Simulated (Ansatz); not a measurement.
**Converging the k-point mesh: LiHfSe₂ (P3m1, 4 atoms in the cell)**

```xyz
4
Lattice="3.7171 0.0000 0.0000 -1.8585 3.2191 0.0000 0.0000 0.0000 6.6194" Properties=species:S:1:pos:R:3 pbc="T T T"
Li     0.0000     0.0000     3.3597
Hf     0.0000     0.0000     0.0000
Se     0.0000     2.1461     1.6436
Se     1.8586     1.0730     4.9758
```

Computed with PBEsol, default PAW files made with PBE (plane waves; Ansatz, a quantum-chemistry and plane-wave program).

Base settings: basis.ecutwfc = 420 eV; kpoints.mp_grid.grid = 10 10 5; hamiltonian.xc = pbesol; hamiltonian.pseudopotentials = {kind: paw} (the program's default PAW files); scf.occupations.method = fermi_dirac; scf.occupations.width = 0.1 eV.

Only quantities that move along the ladder and can be compared are tabulated.

The count of work is k-points × plane waves × bands × iterations; it is no time. Core times come from one kind of shared machine, to one figure; runs under 30 s give none.

The starting cell comes from a database of computed structures (which also holds hypothetical and non-ambient phases and stackings), without a prior relaxation at this level. Its lattice was rescaled by up to half a per cent. One atom was moved a little off its site on purpose. Ansatz's pressure includes its estimate of the finite-basis (Pulay) stress.

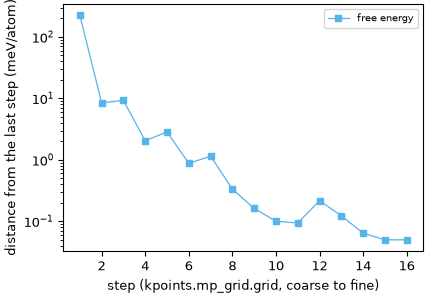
Figure. Distance from the last step along the ladder; very small values are drawn at a floor.

```tsv
kpoints.mp_grid.grid	free energy less the last step's (meV/atom)	pressure (GPa)	largest difference of a force vector from the last step's (eV/Å)	count of work / last	core time / last (rough)
2 2 1	227.04	0.47	0.252	0.0045	–
3 3 2	8.47	-1.85	0.180	0.010	–
4 4 2	-9.29	-2.30	0.059	0.014	–
5 5 3	2.04	-2.27	0.026	0.021	–
6 6 3	2.85	-2.36	0.011	0.030	–
7 7 3	0.88	-2.38	0.011	0.030	–
7 7 4	1.15	-2.36	0.006	0.042	–
8 8 4	0.33	-2.34	0.001	0.052	–
9 9 5	0.16	-2.33	0.001	0.075	–
10 10 5	0.10	-2.33	0.001	0.087	–
11 11 6	-0.09	-2.34	0.002	0.13	–
12 12 6	-0.22	-2.35	0.001	0.15	–
13 13 7	-0.12	-2.35	0.000	0.19	–
15 15 7	0.06	-2.34	0.000	0.25	0.3
18 18 9	-0.02	-2.35	0.000	0.44	0.4
22 22 11	0.00	-2.35	0.000	0.77	0.8
24 24 12	0.00	-2.35	0.000	1.0	1
```

Coarsest kpoints.mp_grid.grid that holds the pressure within 0.2 GPa of the last step, with all finer ones: 4 4 2, at 0.014 of the last step's count of work; the step before is off by 0.49 GPa.

Coarsest kpoints.mp_grid.grid that holds the forces within 0.005 eV/Å of the last step, with all finer ones: 8 8 4, at 0.052 of the last step's count of work; the step before is off by 0.006 eV/Å.

Coarsest kpoints.mp_grid.grid that holds the free energy within 1 meV/atom of the last step, with all finer ones: 8 8 4, at 0.052 of the last step's count of work; the step before is off by 1.1 meV/atom.

Keys are those of Ansatz 0.2.
